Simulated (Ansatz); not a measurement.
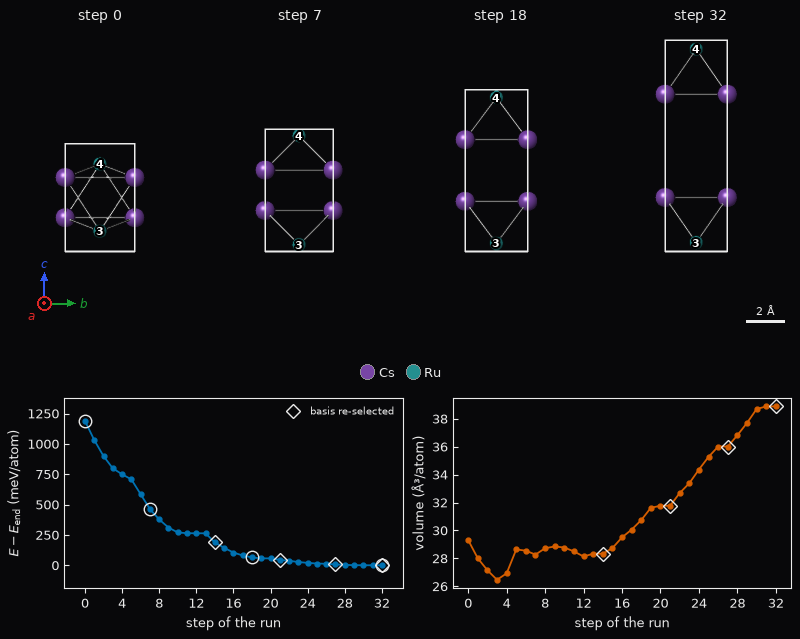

Frames of a relaxation of solid CsRu (built on the AuCd (B19)_51 type) (coarse preliminary run), marked on the history of the run. A ball-and-stick model of the cell of the calculation, seen along the a axis.

Case: AuCd (B19) type (Pmma, No. 51).

All numbers below come from Ansatz 0.2.0, DFT PBE, scalar-relativistic, plane waves, PAW.

Input
```yaml
crystal:
  lattice:
    - [5.5777935344, 0.0, 0.0]
    - [0.0, 3.6911868977, 0.0]
    - [0.0, 0.0, 5.6949740708]
  atoms:
    - { symbol: Cs, position: [0.75, 0.0, 0.687] }
    - { symbol: Cs, position: [0.25, 0.0, 0.313] }
    - { symbol: Ru, position: [0.75, 0.5, 0.188] }
    - { symbol: Ru, position: [0.25, 0.5, 0.812] }
basis:
  ecutwfc: 420
kpoints:
  mp_grid: { grid: [4, 6, 4] }
hamiltonian:
  xc: pbe
scf:
  occupations: { method: gaussian, width: 0.1 }
  lower_state_search: "off"
output:
  forces: true
  stress: true
  eigenvalues: true
relax:
  adjacent_minimum: "off"
  f_tol: 0.04
  max_steps: 70
  cell: { stress_tol: 0.4 }
```

Launched with:
```bash
ansatz run input.yaml --threads 1 --pin off --max-ram 2560MiB --backend cpu --events-out ev --progress --plain --runs-dir out
```

Describe the path.

Answer. The largest moves relative to the cell, 1.63 Å, are those of Ru3 and Ru4. Ru3 goes along −c. By element the largest moves are Ru 1.63 Å, Cs 0.64 Å. The volume changes by +32.7 %, with a 5.578 → 4.221 Å (−24.3 %), b 3.691 → 3.298 Å (−10.7 %), c 5.695 → 11.176 Å (+96.2 %). Some distances before and after: Cs1–Ru3 3.389 → 8.023 Å, Cs1–Cs2 3.509 → 5.862 Å, Ru3–Ru4 3.516 → 2.311 Å, Cs1–Cs1 3.691 → 3.298 Å. Bonds break: Cs1–Cs2 (3.51 → 5.86 Å), Cs1–Ru3 (3.39 → 8.02 Å), Cs2–Ru4 (3.39 → 8.02 Å). The space group stays Pmma (No. 51). After 28 accepted moves (32 points after the start) the energy has fallen by 1190 meV per atom. Largest force component: 1.2 eV/Å at the start, 0.015 eV/Å at the end. The pressure goes from −2.62 to −0.02 GPa. The SCF was repeated 4 times at an unchanged geometry on a basis and grid sized afresh for the cell, which shifted the energy by 75.5 meV per atom at most. From step 0 to 7: Ru atoms move most (0.86 Å), volume −3.5 %, energy −726 meV per atom. From step 7 to 18: Cs atoms move most (0.21 Å), volume +8.7 %, energy −399 meV per atom. From step 18 to 32: Cs atoms move most (0.61 Å), volume +26.5 %, energy −64.9 meV per atom.
